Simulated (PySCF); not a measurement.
**[Dy(H2O)3]3+: how settings move a single point**

Aim: repeat the single point on relaxed [Dy(H2O)3]3+ with altered settings, some of them bad on purpose. The species was built from a template and needn't be a known compound.

The runs use PySCF 2.14.0; PBE, Dy lcecp-1-SVP with ECP55, O def2-SVP, H def2-SVP; scalar-relativistic core potentials, no spin–orbit coupling.

4 further runs of the same task are left out: 2 for a known fault of the program, 2 that didn't finish.

**1. The starting structure**

10 atoms, charge 3, spin multiplicity 1.

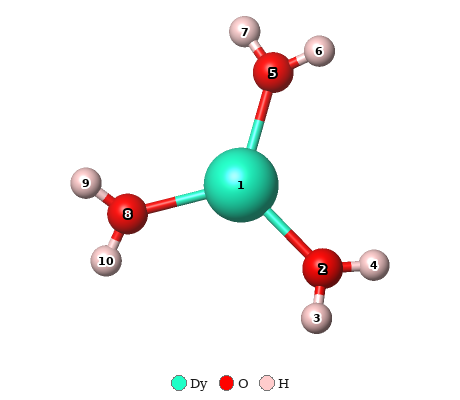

The geometry (dysprosium teal, oxygen red, hydrogen pink); atoms are numbered from 1 in the order of the file.

Coordinates:

```xyz
10
charge 3, multiplicity 1
Dy    0.0000    0.0000    0.0000
O     2.2532    0.0000    0.0000
H     2.8776   -0.7564    0.1927
H     2.8776    0.7564   -0.1927
O    -1.1266    1.9513    0.0000
H    -0.7837    2.8703    0.1927
H    -2.0939    2.1139   -0.1927
O    -1.1266   -1.9513    0.0000
H    -2.0939   -2.1139    0.1927
H    -0.7837   -2.8703   -0.1927
```

Formal oxidation states: Dy +3. Each metal's 9 4f electrons lie in its core potential, so multiplicities, spins and levels count the valence alone. An earlier session relaxed this geometry at PBE, Dy lcecp-1-SVP with ECP55, O def2-SVP, H def2-SVP (singlet, point group D3).

The sound run used a (50, 194) grid (finer on f atoms), a threshold of 1e-8 and at most 55 cycles, and ended at -264.870986 Eh.

**2. Altered run 1**

run.py (the lines that set the calculation) reads:

```python
mol = gto.M(atom='''
Dy     0.00000     0.00000     0.00000
O      2.25321    -0.00001     0.00000
H      2.87760    -0.75643     0.19268
H      2.87761     0.75640    -0.19268
O     -1.12659     1.95134     0.00000
H     -0.78371     2.87029     0.19268
H     -2.09386     2.11389    -0.19268
O     -1.12662    -1.95133     0.00000
H     -2.09389    -2.11386     0.19268
H     -0.78375    -2.87028    -0.19268''',
    basis={'Dy': 'lcecp-1-SVP', 'O': 'def2-SVP', 'H': 'def2-SVP'},
    ecp={'Dy': 'lcecp-1-SVP'},
    charge=3, spin=0)
mf = dft.RKS(mol, xc='PBE')
mf.grids.atom_grid = (99, 590)  # f atoms: unpruned, at least (60, 302)
mf = mf.density_fit()  # fitting sets: Dy AutoAux, O def2-universal-JKFIT, H def2-universal-JKFIT
mf.conv_tol = 1e-08; mf.max_cycle = 55
mf.kernel(dm0)  # dm0: free metal ions and neutral atoms
```

Launch:

```bash
$ OMP_NUM_THREADS=2 python run.py
```

The program printed:

```text
init E= -256.090628011511
  HOMO = -1.31767482820047  LUMO = -0.735783263915141  gap/eV = 15.83408
cycle= 1 E= -262.570103867724  delta_E= -6.48  |g|=  3.5  |ddm|= 3.27
  HOMO = -0.653255801804436  LUMO = -0.51429337639861  gap/eV = 3.78136
cycle= 2 E= -248.010685183401  delta_E= 14.6  |g|= 6.62  |ddm|= 7.51
  HOMO = -0.916093361778979  LUMO = -0.533514392043537  gap/eV = 10.41050
cycle= 3 E= -264.573136951672  delta_E= -16.6  |g|= 0.964  |ddm|= 7.17
  HOMO = -0.899325090179734  LUMO = -0.677525216418912  gap/eV = 6.03548
cycle= 4 E= -264.844551232092  delta_E= -0.271  |g|= 0.371  |ddm|= 1.64
  HOMO = -0.862696039749693  LUMO = -0.655509350883666  gap/eV = 5.63784
cycle= 5 E= -264.870137929045  delta_E= -0.0256  |g|= 0.0636  |ddm|= 0.259
  HOMO = -0.861030860249317  LUMO = -0.659248028839356  gap/eV = 5.49079
cycle= 6 E= -264.870956495396  delta_E= -0.000819  |g|= 0.0119  |ddm|= 0.0409
  HOMO = -0.860947996338121  LUMO = -0.660049655217914  gap/eV = 5.46672
cycle= 7 E= -264.870982584342  delta_E= -2.61e-05  |g|= 0.00265  |ddm|= 0.00983
  HOMO = -0.860691147018974  LUMO = -0.659945903944992  gap/eV = 5.46256
cycle= 8 E= -264.870983851906  delta_E= -1.27e-06  |g|= 0.000231  |ddm|= 0.00144
  HOMO = -0.860684053648077  LUMO = -0.659969271554874  gap/eV = 5.46173
cycle= 9 E= -264.870983863283  delta_E= -1.14e-08  |g|= 0.000126  |ddm|= 0.000263
  HOMO = -0.860684027782306  LUMO = -0.65997047475493  gap/eV = 5.46169
cycle= 10 E= -264.870983866284  delta_E= -3e-09  |g|= 9.66e-06  |ddm|= 8.22e-05
  HOMO = -0.860685696248858  LUMO = -0.659969197329193  gap/eV = 5.46177
Extra cycle  E= -264.870983866221  delta_E= 6.29e-11  |g|= 2.04e-05  |ddm|= 2.15e-05
converged SCF energy = -264.870983866221
```

It took 13 s on 2 threads of Arm Neoverse V1, shared host.

Changed: the integration grid, to (99, 590). It converges in 10 cycles, at the sound run's energy within 0.001 eV, with a largest force component of 0.00 eV/Å. The result survives the change.

**3. Altered run 2**

Edit run.py (the lines that set the calculation) of step 2 so:

```diff
@@ -15,5 +15,5 @@
 mf = dft.RKS(mol, xc='PBE')
-mf.grids.atom_grid = (99, 590)  # f atoms: unpruned, at least (60, 302)
+mf.grids.atom_grid = (50, 194)  # f atoms: unpruned, at least (60, 302)
 mf = mf.density_fit()  # fitting sets: Dy AutoAux, O def2-universal-JKFIT, H def2-universal-JKFIT
 mf.conv_tol = 1e-08; mf.max_cycle = 55
-mf.kernel(dm0)  # dm0: free metal ions and neutral atoms
+mf.kernel(dm0)  # dm0: smeared density
```

Launch:

```bash
$ OMP_NUM_THREADS=2 python run.py
```

The program printed:

```text
init E= -264.83692259961
  HOMO = -0.865531145836449  LUMO = -0.652177753213063  gap/eV = 5.80564
cycle= 1 E= -264.869769567796  delta_E= -0.0328  |g|= 0.0663  |ddm|= 0.109
  HOMO = -0.850769764363277  LUMO = -0.667704379635134  gap/eV = 4.98146
cycle= 2 E= -264.866244635078  delta_E= 0.00352  |g|= 0.148  |ddm|= 0.187
  HOMO = -0.861031476610264  LUMO = -0.662126829967549  gap/eV = 5.41247
cycle= 3 E= -264.870958425075  delta_E= -0.00471  |g|= 0.00859  |ddm|= 0.105
  HOMO = -0.860579647498995  LUMO = -0.659989704184627  gap/eV = 5.45833
cycle= 4 E= -264.870985823617  delta_E= -2.74e-05  |g|= 0.00105  |ddm|= 0.0138
  HOMO = -0.860673258918451  LUMO = -0.659966849779042  gap/eV = 5.46150
cycle= 5 E= -264.87098603198  delta_E= -2.08e-07  |g|= 0.000107  |ddm|= 0.00073
  HOMO = -0.86068302421648  LUMO = -0.659971520544191  gap/eV = 5.46164
cycle= 6 E= -264.870986033755  delta_E= -1.77e-09  |g|= 3.66e-05  |ddm|= 8.18e-05
  HOMO = -0.8606842842805  LUMO = -0.659970567321717  gap/eV = 5.46170
Extra cycle  E= -264.870986032867  delta_E= 8.88e-10  |g|= 7.74e-05  |ddm|= 7.14e-05
converged SCF energy = -264.870986032867
```

It took 4.4 s on 2 threads of Arm Neoverse V1, shared host.

Changed: the starting guess (smeared density). It converges in 6 cycles, at the sound run's energy within 0.001 eV, with a largest force component of 0.01 eV/Å. The result survives the change.

**4. Altered run 3**

run.py (the lines that set the calculation) reads:

```python
mol = gto.M(atom='''
Dy     0.00000     0.00000     0.00000
O      2.11802    -0.00001     0.00000
H      2.70495    -0.71105     0.18112
H      2.70496     0.71101    -0.18112
O     -1.05900     1.83426     0.00000
H     -0.73669     2.69808     0.18112
H     -1.96823     1.98706    -0.18112
O     -1.05902    -1.83425     0.00000
H     -1.96826    -1.98703     0.18112
H     -0.73672    -2.69807    -0.18112''',
    basis={'Dy': 'lcecp-1-SVP', 'O': 'def2-SVP', 'H': 'def2-SVP'},
    ecp={'Dy': 'lcecp-1-SVP'},
    charge=3, spin=0)
mf = dft.RKS(mol, xc='PBE')
mf.grids.atom_grid = (50, 194)  # f atoms: unpruned, at least (60, 302)
mf = mf.density_fit()  # fitting sets: Dy AutoAux, O def2-universal-JKFIT, H def2-universal-JKFIT
mf.conv_tol = 1e-08; mf.max_cycle = 55
mf.kernel(dm0)  # dm0: free metal ions and neutral atoms
```

Launch:

```bash
$ OMP_NUM_THREADS=2 python run.py
```

The program printed:

```text
init E= -256.255686976465
  HOMO = -1.36653764364715  LUMO = -0.759317378108494  gap/eV = 16.52331
cycle= 1 E= -262.667949810851  delta_E= -6.41  |g|= 3.46  |ddm|= 3.43
  HOMO = -0.655520205008818  LUMO = -0.534118869063214  gap/eV = 3.30350
cycle= 2 E= -251.146432309927  delta_E= 11.5  |g|= 6.42  |ddm|=  7.1
  HOMO = -0.94382486270443  LUMO = -0.534231858831813  gap/eV = 11.14559
cycle= 3 E= -264.587569977578  delta_E= -13.4  |g|= 0.902  |ddm|= 6.67
  HOMO = -0.931650876003901  LUMO = -0.676798003819941  gap/eV = 6.93490
cycle= 4 E= -264.819789455261  delta_E= -0.232  |g|= 0.303  |ddm|= 1.52
  HOMO = -0.898741909078265  LUMO = -0.656440983289857  gap/eV = 6.59334
cycle= 5 E= -264.836683279539  delta_E= -0.0169  |g|= 0.0447  |ddm|= 0.227
  HOMO = -0.897448668015938  LUMO = -0.658329673537289  gap/eV = 6.50676
cycle= 6 E= -264.837060769474  delta_E= -0.000377  |g|= 0.00747  |ddm|= 0.0266
  HOMO = -0.897547455033671  LUMO = -0.659130575829555  gap/eV = 6.48765
cycle= 7 E= -264.837071828786  delta_E= -1.11e-05  |g|= 0.00167  |ddm|= 0.00766
  HOMO = -0.897385397922843  LUMO = -0.659107535977966  gap/eV = 6.48387
cycle= 8 E= -264.837072326639  delta_E= -4.98e-07  |g|= 0.000143  |ddm|= 0.000931
  HOMO = -0.897380190058797  LUMO = -0.659112709115774  gap/eV = 6.48359
cycle= 9 E= -264.837072328714  delta_E= -2.07e-09  |g|= 0.00011  |ddm|= 0.000148
  HOMO = -0.897379758523664  LUMO = -0.659113498311894  gap/eV = 6.48356
cycle= 10 E= -264.83707233097  delta_E= -2.26e-09  |g|= 2.4e-06  |ddm|= 6.9e-05
  HOMO = -0.897380233478273  LUMO = -0.659113493122463  gap/eV = 6.48357
Extra cycle  E= -264.837072330968  delta_E= 2.39e-12  |g|= 4.35e-06  |ddm|= 4.31e-06
converged SCF energy = -264.837072330968
```

It took 5.6 s on 2 threads of Arm Neoverse V1, shared host.

Changed: the scale of all coordinates (0.94). It converges in 10 cycles, +0.923 eV from the sound run, with a largest force component of 3.15 eV/Å. The setting is unsound, so these numbers aren't the compound's.

**5. Side by side**

| run | changed | ending | energy change (eV) | cycles | time | usable |
| --- | --- | --- | --- | --- | --- | --- |
| 1 | the integration grid | converged | 0.000 | 10 | 13 s | yes |
| 2 | the starting guess | converged | 0.000 | 6 | 4.4 s | yes |
| 3 | the scale of all coordinates | converged | +0.923 | 10 | 5.6 s | no |

2 of 3 altered runs give a usable result. 1 ended normally with numbers unfit to quote.
